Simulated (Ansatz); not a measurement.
Consider Cl₃GeH···H₂O.

Input file:

```
crystal:
  periodic: [false, false, false]
  atoms:
    - { symbol: Ge, position_ang: [0.0, 0.0, 0.0] }
    - { symbol: O, position_ang: [0.0, 0.0, 2.12] }
    - { symbol: H, position_ang: [-0.9095, -0.2814, 2.4571] }
    - { symbol: Cl, position_ang: [2.0935, 0.0, -0.7393] }
    - { symbol: Cl, position_ang: [-1.0456, 1.8115, -0.7393] }
    - { symbol: Cl, position_ang: [-1.0456, -1.8115, -0.7393] }
    - { symbol: H, position_ang: [0.9656, -1.4663, 0.5833] }
    - { symbol: H, position_ang: [0.7487, -1.1369, 1.5265] }
basis:
  gaussian: { orbitals: def2-SVP }
hamiltonian:
  xc: pbe
relax:
  f_tol: 0.15
  max_steps: 25
  restrain:
    - { distance: [0, 6], at: 1.55, k: 30.0 }
    - { distance: [7, 1], at: 1.01, k: 30.0 }
    - { distance: [0, 1], at: 2.97, k: 30.0 }
    - { distance: [7, 6], at: 1.86, k: 30.0 }
output:
  orbitals: {}
```

Run with:

```sh
ansatz run input.yaml --threads 4 --pin off --max-ram 5120MiB --backend cpu --events-out ev --progress --plain --runs-dir out
```

The fields are those of the run's last geometry, not of the input's.

Not at a stationary point (largest force 0.7 eV/Å).

Method: RKS PBE/def2-SVP (Ansatz).

### What will maps of the electron density and electron localisation function show?

Ge–Cl (2.16 Å): the density is about 0.72 e/Å³ at the midpoint; the ELF peaks at about 0.85 in the valence shell of Cl, 0.9 Å from its nucleus, and is about 0.65 at the midpoint.

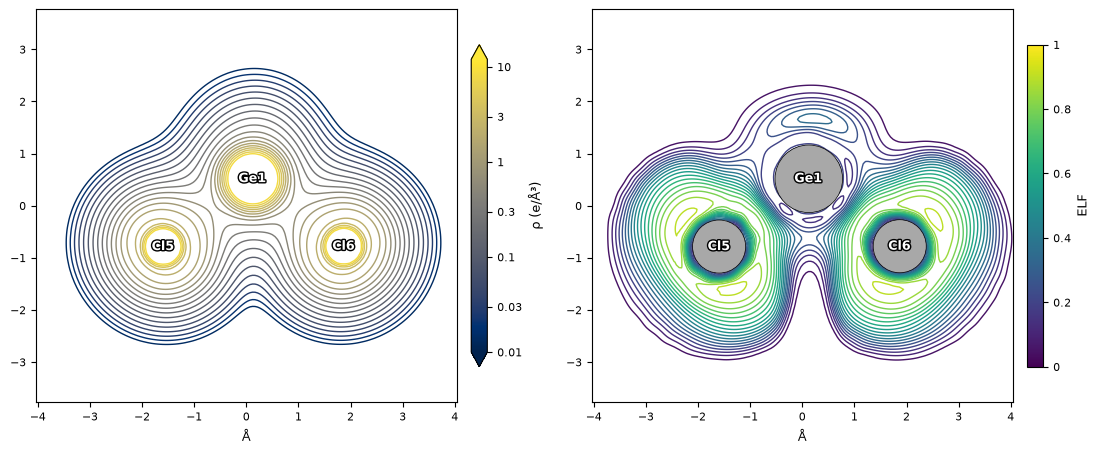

Computed electron density and electron localisation function on the plane of atoms Cl5, Ge1 and Cl6, in this order. Grey discs cover the atomic cores in the ELF map. 
